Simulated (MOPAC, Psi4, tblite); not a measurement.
Intermolecular potential of Cl2 ··· Cl2 (SMILES ClCl and ClCl). Monomers: optimised at B3LYP-D3(BJ) (def2-TZVP), held rigid. Orientation: a higher rigid-body minimum at GFN2-xTB (searched outside a hard wall at short contacts). Only R, the distance of the centres of mass, is varied, so the lowest point isn't the relaxed dimer. The shortest distances reach bonding range, where SAPT0 and rigid monomers are unreliable.

Geometry at R = 4.14 Å (first 2 atoms: monomer A):
```
4

Cl     1.0067     0.0000     0.0000
Cl    -1.0067     0.0000     0.0000
Cl    -3.7174     0.3303     0.1464
Cl    -4.1047     1.9250     1.3131
```

Levels: PM3, restricted, heats of formation (MOPAC); MP2/aug-cc-pVTZ = DF-MP2/aug-cc-pVTZ, frozen core, counterpoise-corrected (Psi4 1.11); GFN2-xTB (tblite); HF/aug-cc-pVTZ, counterpoise-corrected (Psi4); SCS-MP2/aug-cc-pVTZ = DF-SCS-MP2/aug-cc-pVTZ, frozen core, counterpoise-corrected (Psi4).

Interaction energies in kcal/mol (negative: bound); R is the distance of the centres of mass, d the Cl2···Cl3 distance.

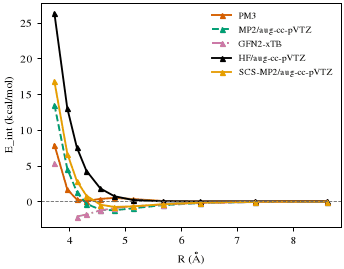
Fig. 1. Interaction energy against separation.

| R / Å | d / Å | PM3 | MP2/aug-cc-pVTZ | GFN2-xTB | HF/aug-cc-pVTZ | SCS-MP2/aug-cc-pVTZ |
|---|---|---|---|---|---|---|
| 3.74 | 2.34 | 7.93 | 13.51 | 5.41 | 26.29 | 16.79 |
| 3.97 | 2.57 | 1.68 | 4.56 | — | 13.02 | 6.69 |
| 4.14 | 2.73 | 0.27 | 1.32 | -2.12 | 7.55 | 2.86 |
| 4.31 | 2.90 | 0.06 | -0.31 | -1.83 | 4.30 | 0.81 |
| 4.56 | 3.15 | 0.35 | -1.18 | -1.26 | 1.81 | -0.46 |
| 4.81 | 3.39 | 0.49 | -1.24 | -0.94 | 0.73 | -0.77 |
| 5.14 | 3.72 | 0.33 | -0.97 | -0.68 | 0.20 | -0.69 |
| 5.67 | 4.24 | 0.06 | -0.53 | -0.43 | 0.01 | -0.40 |
| 6.34 | 4.91 | -0.02 | -0.23 | -0.24 | 0.00 | -0.18 |
| 7.32 | 5.88 | -0.01 | -0.08 | -0.09 | 0.00 | -0.06 |
| 8.61 | 7.17 | 0.00 | -0.02 | -0.03 | 0.00 | -0.02 |

Lowest grid point: PM3 -0.02 kcal/mol at R = 6.34 Å; MP2/aug-cc-pVTZ -1.24 kcal/mol at R = 4.81 Å; GFN2-xTB -2.12 kcal/mol at R = 4.14 Å; HF/aug-cc-pVTZ 0.00 kcal/mol at R = 6.34 Å; SCS-MP2/aug-cc-pVTZ -0.77 kcal/mol at R = 4.81 Å.

A dash means that the run gave no value there, or that the column was ended at a point which the program doubted or which failed a test of continuity chosen for this set; such a test can also cut sound points.
